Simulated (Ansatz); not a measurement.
**Hf, pressure series**

Base system: Hf in the hcp (Mg type) structure (space group P6_3/mmc, No. 194; a = 3.198 Å, c = 5.047 Å).

Cell and atoms are relaxed at each pressure.

Computed with r2SCAN (Ansatz, a program for electronic structure; PAW; 500 eV plane waves; spin-orbit coupling left out).

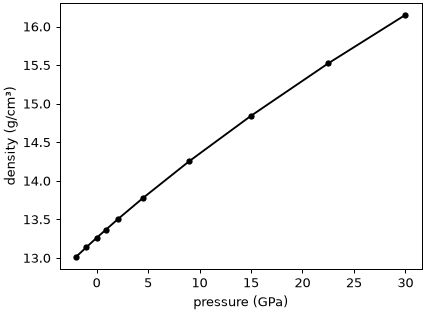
Density against pressure

```
pressure (GPa)      density
--------------  -----------
-2              13.01 g/cm³
-1              13.14 g/cm³
0.9             13.37 g/cm³
2.1             13.51 g/cm³
4.5             13.78 g/cm³
9               14.25 g/cm³
15              14.84 g/cm³
22.5            15.52 g/cm³
30              16.15 g/cm³
```

Load acts through the strain it causes; cell and atoms are relaxed under it. Stability against distortions was not tested. Competing high-pressure phases were not computed. The final runs are not spin-polarised.
